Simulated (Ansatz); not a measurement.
# GaMe2H (C₂H₇Ga): the relaxed shape and its frontier levels

Aim: characterise GaMe2H (C₂H₇Ga) as a singlet: its structure, frontier levels and distribution of charge.

Computed with Ansatz 0.2.0, Gaussian basis. Level: RKS PBE0-D4/def2-TZVP.

The runs, in order: a search for the lowest solution at PBE0-D4/def2-SVP; a single point at PBE0-D4/def2-TZVP.

2 further runs of the same task are left out: 2 set aside as unsound or not needed.

## Step 1: The structure

The singlet was relaxed beforehand with r2SCAN-D4/def2-SVP.

10 atoms, charge 0, spin multiplicity 1.

Atoms are counted from 1 here; the program's logs count them from 0.

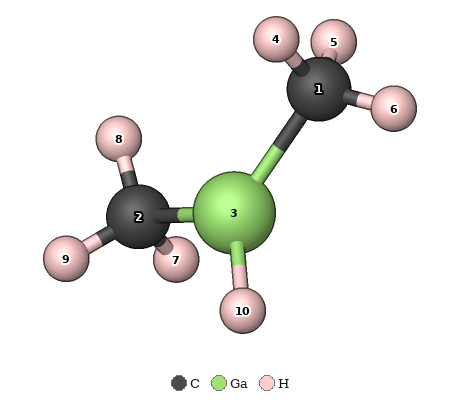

The geometry (carbon dark grey, gallium green, hydrogen pink); atoms are numbered from 1 in the order of the file.

Bonds by kind at the end (by distance):

```tsv
bond	count	shortest (Å)	longest (Å)
C–Ga	2	1.967	1.967
C–H	6	1.101	1.105
Ga–H	1	1.574	1.574
```

## Step 2: Searching for the lowest solution, PBE0-D4/def2-SVP

start.molden holds the orbitals of an earlier run on this state, given as this run's starting guess.

Input file in.yaml:

```yaml
crystal:
  periodic: [false, false, false]
  atoms:
    - {symbol: C, position_ang: [1.597844, -0.663412, 0.069920]}
    - {symbol: C, position_ang: [-1.355598, 1.069658, -0.061571]}
    - {symbol: Ga, position_ang: [-0.367018, -0.630543, -0.017461]}
    - {symbol: H, position_ang: [1.901109, -0.720023, 1.131192]}
    - {symbol: H, position_ang: [2.054015, 0.247796, -0.347713]}
    - {symbol: H, position_ang: [2.028079, -1.543983, -0.431799]}
    - {symbol: H, position_ang: [-1.641236, 1.285725, -1.106938]}
    - {symbol: H, position_ang: [-0.758264, 1.921705, 0.298078]}
    - {symbol: H, position_ang: [-2.292305, 1.018588, 0.515779]}
    - {symbol: H, position_ang: [-1.166627, -1.985530, -0.049487]}
basis:
  gaussian: {orbitals: def2-SVP, initial_orbitals: start.molden}
hamiltonian: {xc: pbe0, dispersion: d4}
output: {orbitals: {seedname: orbitals}}
```

The run is started by

```
> ansatz run in.yaml --threads 2 --pin off --events-out ev --progress --plain --max-ram 4352MiB
```

The program printed:

```text
Functional definition: PBE0
  name "PBE0"
  cite "Adamo & Barone, J. Chem. Phys. 110, 6158 (1999) doi:10.1063/1.478522"
  cite "Perdew, Burke & Ernzerhof, Phys. Rev. Lett. 77, 3865 (1996) doi:10.1103/PhysRevLett.77.3865"
  parent pbe
  parameter a = 0.25
  parameter kappa = 0.804
  parameter beta = 0.06672455060314922
  exchange = (1 - a)*pbe_x(kappa = kappa, mu = beta*pi^2/3) + a*exact_x
  correlation = pbe_c(beta = beta)
1111 factors; their error is unknown
mean field evaluation 1: about -54451.6745 eV, gradient 1.4e2 eV
mean field evaluation 2: about -54489.1722 eV, gradient 6.1e1 eV
mean field evaluation 4: about -54545.3752 eV, gradient 2.0e1 eV
mean field evaluation 8: about -54548.1517 eV, gradient 5.0e-5 eV
mean field evaluation 16: about -54548.1517 eV, gradient 1.5e-1 eV
mean field -54548.15172905 eV, -2004.6076019774 hartree, gradient 5.1e-5 eV, S^2 0.000000; 1 other end points of the search recorded, 0 dependent functions left out
reference -54548.15175799 eV, -2004.6076030408 hartree; 25, 25 occupied and 70, 70 virtual orbitals, 1111 factors
Total energy: -54548.28010302 eV, -2004.6123196338 hartree
```

Wall time 1.2 s (2 threads of Intel Xeon 6975P-C, shared host).

HOMO -7.65 eV, LUMO -0.88 eV.

## Step 3: Single point, PBE0-D4/def2-TZVP

in.yaml, as its differences from that of step 2:

```diff
@@ -14,4 +14,5 @@
 basis:
-  gaussian: {orbitals: def2-SVP, initial_orbitals: start.molden}
+  gaussian: {orbitals: def2-TZVP, initial_orbitals: start.molden}
 hamiltonian: {xc: pbe0, dispersion: d4}
+scf: {omitted_lower_state_checks: [starts]}
 output: {orbitals: {seedname: orbitals}}
```

The command is unchanged.

The program printed:

```text
Functional definition: PBE0
  name "PBE0"
  cite "Adamo & Barone, J. Chem. Phys. 110, 6158 (1999) doi:10.1063/1.478522"
  cite "Perdew, Burke & Ernzerhof, Phys. Rev. Lett. 77, 3865 (1996) doi:10.1103/PhysRevLett.77.3865"
  parent pbe
  parameter a = 0.25
  parameter kappa = 0.804
  parameter beta = 0.06672455060314922
  exchange = (1 - a)*pbe_x(kappa = kappa, mu = beta*pi^2/3) + a*exact_x
  correlation = pbe_c(beta = beta)
these checks for a lower state are left out or cut short: starts
1081 factors; their error is unknown
mean field evaluation 1: about -54555.6156 eV, gradient 1.1e2 eV
mean field evaluation 2: about -54557.0683 eV, gradient 2.1e0 eV
mean field evaluation 4: about -54557.2589 eV, gradient 3.0e-1 eV
mean field evaluation 8: about -54557.2591 eV, gradient 7.0e-6 eV
mean field -54557.25906020 eV, -2004.9422902240 hartree, gradient 7.0e-6 eV, S^2 0.000000; 0 other end points of the search recorded, 0 dependent functions left out
reference -54557.25909229 eV, -2004.9422914034 hartree; 25, 25 occupied and 127, 127 virtual orbitals, 1081 factors
Total energy: -54557.38743733 eV, -2004.9470079964 hartree
Checks for a lower state left out: starts
```

Run time: 1.4 s. Hardware: 2 threads of Intel Xeon 6975P-C, shared host.

Report: HOMO -7.68 eV, LUMO -0.93 eV.

Mulliken charges, from this run's orbitals:

```tsv
atom	value (e)
C1	-0.57
C2	-0.57
Ga3	0.38
H4	0.14
H5	0.14
H6	0.14
H7	0.14
H8	0.14
H9	0.14
H10	-0.09
```

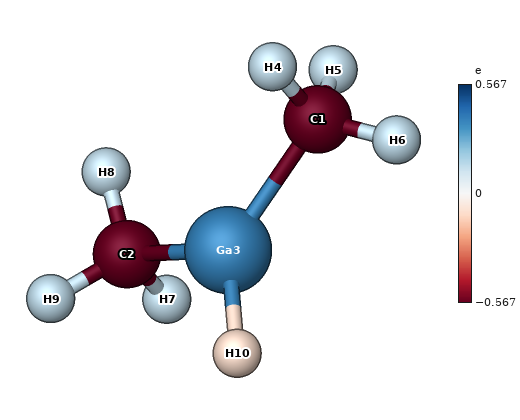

Mulliken charges, from this run's orbitals, as colours on the atoms.

Largest Mayer bond orders: C1–Ga3 0.97; C2–Ga3 0.97; C1–H6 0.95; C2–H9 0.95; C1–H5 0.95; C2–H8 0.95; Ga3–H10 0.95; C1–H4 0.94; C2–H7 0.94.

## Step 4: Results

| quantity | value |
| --- | --- |
| point group | C1 |
| commonest bond, hydrogen aside | C–Ga, 2 of mean length 1.967 Å |
| HOMO, LUMO at PBE0-D4/def2-TZVP | -7.68, -0.93 eV |

What this shows: No usable vibrations, so a minimum isn't proven. The point group is read from a loosely relaxed geometry; soft torsions can leave it below the true symmetry.
